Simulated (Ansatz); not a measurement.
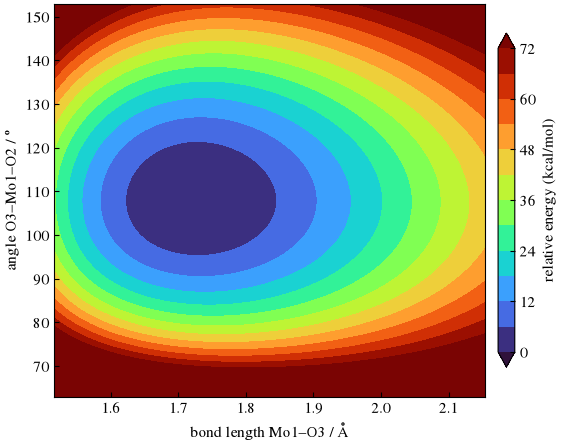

Energy landscape of [MoO2S2]2-, charge −2. The first coordinate is: bond length Mo1–O3; the second: angle O3–Mo1–O2. Nothing is relaxed (all other coordinates rigid). The scan uses a 7 × 7 grid. Points are written as (first, second). All energies are given in kcal/mol relative to the lowest grid point. Computed with RKS PBE0-D4/def2-SVPD (Ansatz 0.2.0).

Drawn: filled contours, one colour for all values above the top of the scale. Between grid points the surface is interpolated. 

> Summarise what can be read from the map.

The lowest grid point is at (1.729 Å, 108°). No other kind of well shows on this grid. The highest grid point, (1.516 Å, 63°), lies 160 kcal/mol above the lowest. Round the minimum the two coordinates are nearly uncoupled.

The input of one point:

```yaml
crystal:
  periodic: [false, false, false]
  atoms:
    - { symbol: Mo, position_ang: [0.081358, -0.00032, 0.05684] }
    - { symbol: O, position_ang: [0.112899, -0.015623, 1.779574] }
    - { symbol: O, position_ang: [1.715677, 0.007757, -0.507411] }
    - { symbol: S, position_ang: [-0.955648, 1.877496, -0.648541] }
    - { symbol: S, position_ang: [-0.948474, -1.869288, -0.681735] }
total_charge: -2
basis:
  gaussian: { orbitals: def2-SVPD }
hamiltonian:
  xc: pbe0
  dispersion: d4
output:
  forces: true
```

Each point was launched as `ansatz run input.yaml --threads 1 --pin off --max-ram 2560MiB --backend cpu --events-out ev --progress --plain --runs-dir out`. Time for the 49 points that were run: 8 min on 1 thread of Arm Neoverse V2 (shared host).
